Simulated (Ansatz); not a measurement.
System: CH₃AlCa.

Input

```
crystal:
  periodic: [false, false, false]
  atoms:
    - {symbol: C, position_ang: [2.837121, 1.275803, 0.461423]}
    - {symbol: Al, position_ang: [2.237706, 0.408026, 2.151398]}
    - {symbol: Ca, position_ang: [3.736042, -2.875326, 2.358755]}
    - {symbol: H, position_ang: [2.411497, 2.279502, 0.343426]}
    - {symbol: H, position_ang: [2.543191, 0.690116, -0.418879]}
    - {symbol: H, position_ang: [3.929281, 1.377216, 0.425714]}
basis:
  gaussian: {orbitals: def2-TZVPD}
output: {forces: true, orbitals: {seedname: orbitals}}
hamiltonian: {xc: pbe0}
```

Command:

```sh
ansatz run input.yaml --threads 2 --pin off --max-ram 4350MiB --events-out events.jsonl --progress --plain --runs-dir runs
```

Geometry: PBE0-D4/def2-TZVP.

The calculation used isolated molecule in a Gaussian basis; Kohn-Sham density functional theory, functional PBE0 (Ansatz).

### Predict the electron density and electron localisation function between the atoms.

C–Al (1.99 Å): the density is about 0.68 e/Å³ at the midpoint; the ELF peaks at about 0.95 between the atoms (a polar covalent bond).
Ca–Al (3.62 Å): ρ at the midpoint is about 0.09 e/Å³; the ELF peaks at about 0.90 in the valence shell of Al, 1.4 Å from its nucleus, and is about 0.75 at the midpoint.
C–H (1.10 Å): ρ at the midpoint is about 1.9 e/Å³; the ELF climbs to about 1 towards the hydrogen, as it does in any bond to H: an ordinary covalent bond to hydrogen.

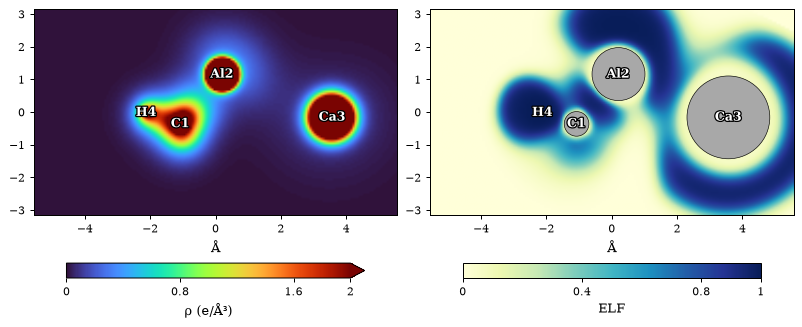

Computed electron density and electron localisation function on the plane of atoms Al2, C1 and H4, in this order. Grey discs cover the atomic cores in the ELF map. 
